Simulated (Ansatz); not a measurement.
**Run report: BH2F3, geometry relaxation (part 2 of 2)**

BH2F3; RKS PBE0/def2-SVP (Ansatz 0.2.0). It belongs to a series of runs on one base structure; here: end point B relaxed.

Geometry of the input (Å):
```
B  -0.0128  -0.4226  -0.4055
F  -0.0003  -0.0128  2.0768
F  1.1261  0.1768  -0.6513
F  -1.1302  0.1403  -0.7932
H  -0.0232  -1.5177  0.0795
H  0.1518  -0.8899  1.8278
```

Trajectory as extended XYZ, continued
```
6
Properties=species:S:1:pos:R:3:forces:R:3 step=11 energy=-8846.80240
B    -0.0073   -0.4426   -0.4197   -0.0055  -0.0181   0.0024
F    -0.0572   -0.0245    1.8191   -0.0168   0.0424  -0.0146
F     1.1323    0.1877   -0.6208    0.0083   0.0080  -0.0019
F    -1.1279    0.1973   -0.6784   -0.0037   0.0087  -0.0055
H    -0.0151   -1.6259   -0.1907   -0.0009  -0.0032  -0.0107
H     0.1865   -0.8178    2.2247    0.0186  -0.0377   0.0303
6
Properties=species:S:1:pos:R:3:forces:R:3 step=12 energy=-8846.79641 accepted=F
B    -0.0137   -0.4495   -0.4420    0.0348   0.0210   0.1306
F    -0.1094   -0.0503    1.8156    0.3247  -0.6708   0.4547
F     1.1370    0.1798   -0.5915   -0.0720  -0.0518  -0.0344
F    -1.1233    0.2121   -0.6949    0.0347  -0.0203  -0.0435
H    -0.0367   -1.6378   -0.2330    0.0042   0.0428  -0.0666
H     0.2575   -0.7803    2.2800   -0.3265   0.6792  -0.4409
6
Properties=species:S:1:pos:R:3:forces:R:3 step=13 energy=-8846.80340
B    -0.0110   -0.4456   -0.4281   -0.0009  -0.0131  -0.0042
F    -0.0842   -0.0366    1.8245    0.0085  -0.0412   0.0241
F     1.1340    0.1827   -0.6063   -0.0022  -0.0010   0.0049
F    -1.1250    0.2039   -0.6911    0.0032   0.0037   0.0011
H    -0.0266   -1.6316   -0.2137   -0.0011   0.0070  -0.0054
H     0.2242   -0.7987    2.2490   -0.0077   0.0446  -0.0204
6
Properties=species:S:1:pos:R:3:forces:R:3 step=14 energy=-8846.80335 accepted=F
B    -0.0146   -0.4494   -0.4359   -0.0006   0.0106   0.0237
F    -0.1161   -0.0490    1.8293    0.1407  -0.2926   0.1671
F     1.1363    0.1763   -0.5877   -0.0149  -0.0157  -0.0001
F    -1.1213    0.2113   -0.7015    0.0130  -0.0067  -0.0078
H    -0.0391   -1.6372   -0.2335    0.0001   0.0120  -0.0131
H     0.2663   -0.7779    2.2634   -0.1383   0.2924  -0.1699
6
Properties=species:S:1:pos:R:3:forces:R:3 step=15 energy=-8846.80394
B    -0.0131   -0.4470   -0.4300   -0.0019  -0.0124  -0.0015
F    -0.1006   -0.0434    1.8266    0.0092  -0.0417   0.0218
F     1.1351    0.1791   -0.5956   -0.0004  -0.0001   0.0046
F    -1.1230    0.2074   -0.6972    0.0029   0.0042   0.0001
H    -0.0332   -1.6338   -0.2215   -0.0018   0.0059  -0.0049
H     0.2462   -0.7882    2.2519   -0.0080   0.0441  -0.0201
6
Properties=species:S:1:pos:R:3:forces:R:3 step=16 energy=-8846.80449
B    -0.0149   -0.4488   -0.4323   -0.0040  -0.0022   0.0148
F    -0.1169   -0.0507    1.8274    0.0285  -0.0764   0.0418
F     1.1363    0.1756   -0.5850   -0.0015  -0.0032   0.0001
F    -1.1211    0.2111   -0.7012    0.0052   0.0009  -0.0069
H    -0.0393   -1.6362   -0.2290   -0.0021   0.0031  -0.0103
H     0.2672   -0.7770    2.2543   -0.0262   0.0778  -0.0394
6
Properties=species:S:1:pos:R:3:forces:R:3 step=17 energy=-8846.80445 accepted=F
B    -0.0181   -0.4492   -0.4270   -0.0053  -0.0446  -0.1224
F    -0.1411   -0.0621    1.8319    0.1002  -0.1803   0.0829
F     1.1378    0.1689   -0.5718    0.0053   0.0160   0.0522
F    -1.1177    0.2152   -0.7115   -0.0009   0.0193   0.0420
H    -0.0487   -1.6403   -0.2473   -0.0043   0.0110   0.0483
H     0.2992   -0.7584    2.2599   -0.0950   0.1786  -0.1030
6
Properties=species:S:1:pos:R:3:forces:R:3 step=18 energy=-8846.80503
B    -0.0163   -0.4500   -0.4333   -0.0063   0.0006   0.0220
F    -0.1285   -0.0574    1.8274    0.0163  -0.0518   0.0289
F     1.1371    0.1730   -0.5762   -0.0002  -0.0039  -0.0024
F    -1.1196    0.2138   -0.7041    0.0061   0.0000  -0.0100
H    -0.0440   -1.6381   -0.2351   -0.0021   0.0018  -0.0131
H     0.2827   -0.7673    2.2555   -0.0138   0.0532  -0.0254
6
Properties=species:S:1:pos:R:3:forces:R:3 step=19 energy=-8846.80563
B    -0.0178   -0.4504   -0.4319   -0.0053  -0.0108  -0.0144
F    -0.1400   -0.0647    1.8281    0.0075  -0.0346   0.0147
F     1.1378    0.1700   -0.5688    0.0021   0.0015   0.0118
F    -1.1179    0.2162   -0.7085    0.0031   0.0057   0.0031
H    -0.0488   -1.6396   -0.2416   -0.0030   0.0015   0.0011
H     0.2981   -0.7574    2.2568   -0.0044   0.0366  -0.0163
6
Properties=species:S:1:pos:R:3:forces:R:3 step=20 energy=-8846.80649
B    -0.0199   -0.4524   -0.4337   -0.0058   0.0001   0.0088
F    -0.1572   -0.0757    1.8275    0.0467  -0.0888   0.0529
F     1.1389    0.1661   -0.5554   -0.0018  -0.0044   0.0049
F    -1.1156    0.2205   -0.7123    0.0068   0.0012  -0.0055
H    -0.0558   -1.6422   -0.2496   -0.0027   0.0005  -0.0094
H     0.3209   -0.7423    2.2577   -0.0432   0.0914  -0.0517
6
Properties=species:S:1:pos:R:3:forces:R:3 step=21 energy=-8846.80756
B    -0.0231   -0.4541   -0.4333   -0.0095  -0.0076  -0.0093
F    -0.1831   -0.0942    1.8286    0.1545  -0.2002   0.1287
F     1.1405    0.1597   -0.5367   -0.0043  -0.0030   0.0156
F    -1.1118    0.2266   -0.7205    0.0114   0.0023   0.0028
H    -0.0664   -1.6454   -0.2614   -0.0029   0.0034  -0.0056
H     0.3553   -0.7185    2.2575   -0.1491   0.2052  -0.1322
6
Properties=species:S:1:pos:R:3:forces:R:3 step=22 energy=-8846.81114
B    -0.0282   -0.4588   -0.4324   -0.0137   0.0074  -0.0013
F    -0.2153   -0.1224    1.8315    0.0813  -0.1004   0.0588
F     1.1416    0.1493   -0.5001    0.0021  -0.0011   0.0115
F    -1.1061    0.2347   -0.7284    0.0097   0.0053  -0.0024
H    -0.0820   -1.6514   -0.2809   -0.0045  -0.0150  -0.0072
H     0.4015   -0.6773    2.2445   -0.0749   0.1038  -0.0594
6
Properties=species:S:1:pos:R:3:forces:R:3 step=23 energy=-8846.81709
B    -0.0365   -0.4666   -0.4311   -0.0014   0.0260   0.0010
F    -0.2532   -0.1716    1.8331    0.1050  -0.1019   0.0729
F     1.1415    0.1327   -0.4439   -0.0139  -0.0134   0.0070
F    -1.0980    0.2475   -0.7377    0.0209   0.0002   0.0024
H    -0.1051   -1.6620   -0.3178   -0.0068  -0.0169  -0.0101
H     0.4627   -0.6058    2.2316   -0.1039   0.1060  -0.0732
6
Properties=species:S:1:pos:R:3:forces:R:3 step=24 energy=-8846.78569 accepted=F
B    -0.0448   -0.4751   -0.4299   -0.0020   0.0067   0.0211
F    -0.3117   -0.2591    1.8370    1.8115  -0.5245   0.7972
F     1.1449    0.1068   -0.3811   -0.0878  -0.0457   0.0240
F    -1.0840    0.2693   -0.7437    0.0686  -0.0154   0.0103
H    -0.1366   -1.6740   -0.3642    0.0079   0.0394  -0.0287
H     0.5437   -0.4938    2.2162   -1.7982   0.5394  -0.8240
6
Properties=species:S:1:pos:R:3:forces:R:3 step=25 energy=-8846.82264
B    -0.0411   -0.4726   -0.4291   -0.0161   0.0106  -0.0012
F    -0.2765   -0.2110    1.8361    0.1038  -0.0877   0.0675
F     1.1415    0.1184   -0.4055    0.0008  -0.0066   0.0100
F    -1.0911    0.2572   -0.7376    0.0212   0.0033   0.0021
H    -0.1199   -1.6698   -0.3470   -0.0072  -0.0110  -0.0089
H     0.4986   -0.5480    2.2172   -0.1025   0.0914  -0.0696
6
Properties=species:S:1:pos:R:3:forces:R:3 step=26 energy=-8846.82665
B    -0.0441   -0.4763   -0.4286   -0.0402  -0.0313   0.0179
F    -0.3001   -0.2613    1.8396    0.4687  -0.1585   0.2170
F     1.1435    0.1046   -0.3776    0.0060   0.0015   0.0207
F    -1.0833    0.2688   -0.7369    0.0276   0.0070  -0.0026
H    -0.1346   -1.6742   -0.3662   -0.0024   0.0093  -0.0270
H     0.5299   -0.4874    2.2039   -0.4597   0.1720  -0.2260
6
Properties=species:S:1:pos:R:3:forces:R:3 step=27 energy=-8846.84017
B    -0.0520   -0.4881   -0.4216   -0.0211  -0.0124  -0.0149
F    -0.3113   -0.3190    1.8530    0.1867  -0.0644   0.0829
F     1.1394    0.0803   -0.3099    0.0082  -0.0131   0.0235
F    -1.0720    0.2819   -0.7318    0.0216  -0.0026   0.0125
H    -0.1541   -1.6867   -0.4176   -0.0069   0.0238  -0.0025
H     0.5613   -0.3944    2.1620   -0.1886   0.0687  -0.1016
6
Properties=species:S:1:pos:R:3:forces:R:3 step=28 energy=-8846.85780
B    -0.0570   -0.5039   -0.4123   -0.0126  -0.0302   0.0155
F    -0.3152   -0.4101    1.8735    0.1547  -0.0206   0.0546
F     1.1403    0.0393   -0.2281   -0.0022  -0.0024   0.0080
F    -1.0548    0.3008   -0.7021    0.0209   0.0194  -0.0019
H    -0.1771   -1.6976   -0.4824   -0.0008   0.0177   0.0021
H     0.5752   -0.2543    2.0855   -0.1599   0.0161  -0.0783
6
Properties=species:S:1:pos:R:3:forces:R:3 step=29 energy=-8846.86846
B    -0.0548   -0.5202   -0.3860   -0.0746  -0.0429  -0.1481
F    -0.2843   -0.5281    1.8875    0.0167   0.0139  -0.0188
F     1.1533   -0.0073   -0.1756    0.0300   0.0110   0.0650
F    -1.0279    0.3261   -0.6450    0.0141   0.0021   0.0519
H    -0.2027   -1.7030   -0.5362    0.0205   0.0236   0.0542
H     0.5278   -0.0933    1.9895   -0.0066  -0.0077  -0.0042
6
Properties=species:S:1:pos:R:3:forces:R:3 step=30 energy=-8846.86925
B    -0.0584   -0.5201   -0.3856   -0.0061  -0.0021   0.0098
F    -0.2848   -0.5217    1.8820   -0.0381  -0.0140   0.0260
F     1.1457   -0.0052   -0.1464    0.0314   0.0039  -0.0264
F    -1.0286    0.3265   -0.6473   -0.0129   0.0105  -0.0038
H    -0.2002   -1.7026   -0.5296    0.0080  -0.0061  -0.0030
H     0.5377   -0.1028    1.9612    0.0177   0.0078  -0.0026
6
Properties=species:S:1:pos:R:3:forces:R:3 step=31 energy=-8846.86957
B    -0.0567   -0.5205   -0.3904    0.0031   0.0257   0.0061
F    -0.2879   -0.5219    1.8899    0.0089   0.0041   0.0041
F     1.1496   -0.0065   -0.1589   -0.0156  -0.0094  -0.0043
F    -1.0290    0.3273   -0.6431    0.0120  -0.0148  -0.0014
H    -0.1985   -1.7034   -0.5325   -0.0003  -0.0005  -0.0026
H     0.5339   -0.1008    1.9692   -0.0081  -0.0052  -0.0020
6
Properties=species:S:1:pos:R:3:forces:R:3 step=32 energy=-8846.86867 accepted=F
B    -0.0574   -0.5176   -0.3933    0.0147   0.0090  -0.0026
F    -0.2947   -0.5017    1.8900   -0.2228  -0.1132  -0.0222
F     1.1470    0.0014   -0.1681   -0.0015  -0.0038   0.0097
F    -1.0332    0.3227   -0.6536   -0.0088   0.0051  -0.0046
H    -0.1936   -1.7023   -0.5248   -0.0078  -0.0088   0.0014
H     0.5433   -0.1284    1.9840    0.2263   0.1118   0.0184
6
Properties=species:S:1:pos:R:3:forces:R:3 step=33 energy=-8846.86957
B    -0.0573   -0.5195   -0.3905    0.0084  -0.0032  -0.0023
F    -0.2900   -0.5165    1.8907   -0.0012  -0.0041   0.0030
F     1.1478   -0.0044   -0.1592    0.0077   0.0007   0.0039
F    -1.0298    0.3257   -0.6471   -0.0135   0.0078  -0.0039
H    -0.1971   -1.7028   -0.5308   -0.0029  -0.0042   0.0014
H     0.5379   -0.1084    1.9711    0.0015   0.0029  -0.0021
```

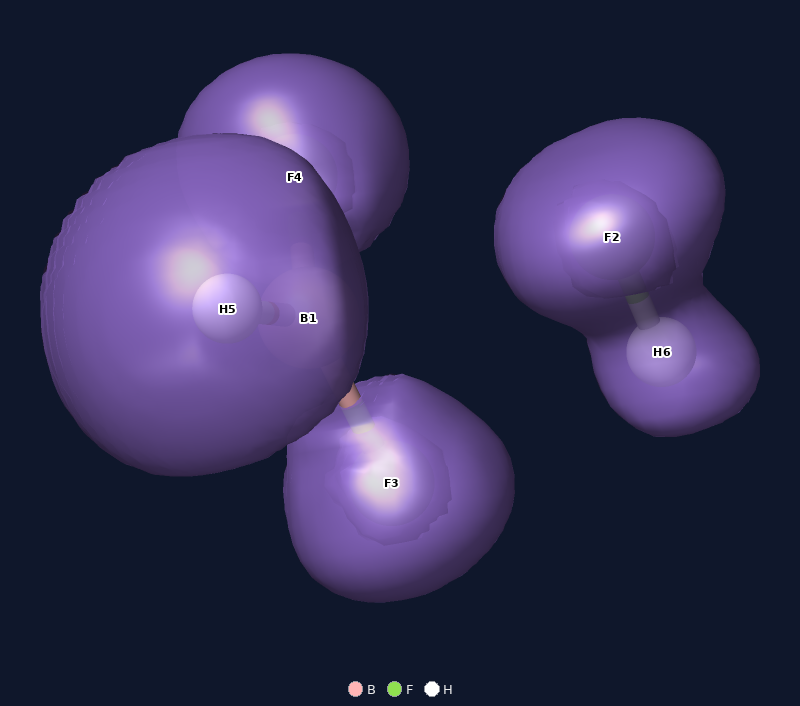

Figure 1. Isosurface of the ELF at 0.75 (purple), seen at a tilt. Only the valence region is drawn (cores and ρ < 0.01 e/Å³ removed). Profiles from the grid: B1···F2 (2.29 Å): the ELF is only about 0.10 between them.

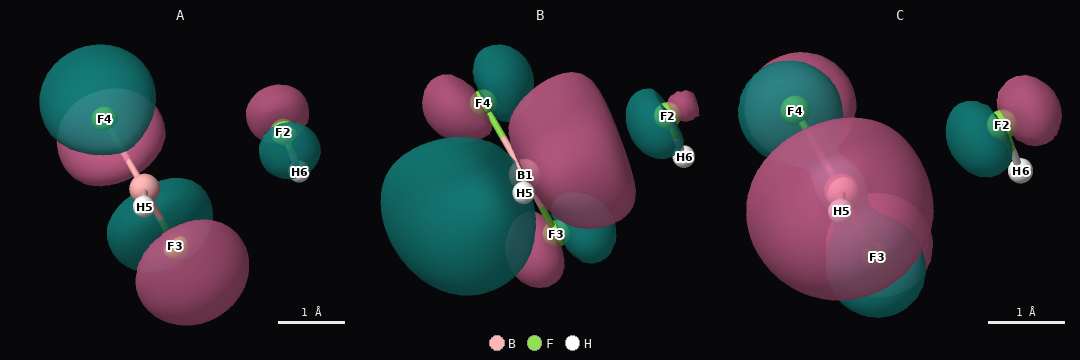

Figure 2. Three frontier orbitals at ±0.1 Å⁻³ᐟ² (teal and pink are the two phases). A is the HOMO−1 (−11.87 eV). C is the HOMO (−10.32 eV). It lies mainly on H5 (35 %), B1 (30 %), F4 (20 %) and F3 (15 %). B is the LUMO (0.77 eV). It lies mainly on B1 (60 %), F4 (15 %), F3 (10 %) and H5 (10 %). The HOMO–LUMO gap is 11.09 eV between the orbital energies.

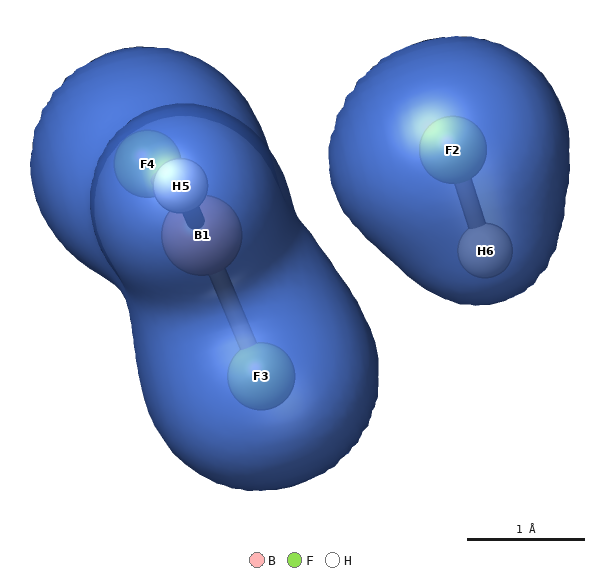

Figure 3. Isosurface of the total electron density at 0.2 e/Å³ (blue), seen face on. At this value the surface falls into two separate pieces. It is pinched off along the B···F (2.29 Å) contacts. On the grid the lowest density along these lines, outside the cores, is 0.16 e/Å³ (B···F, 2.29 Å), 1.6 e/Å³ (B–F, 1.31 Å), 2.3 e/Å³ (F–H, 0.93 Å) and 1.2 e/Å³ (B–H, 1.20 Å).

Key numbers

```tsv
quantity	value
outcome	converged
total energy	−8846.8696 eV
mean-field energy	−8846.8696 eV
largest force (length of the vector) at the end	0.016 eV/Å
wall time	49 s
peak memory	0.12 GiB
```
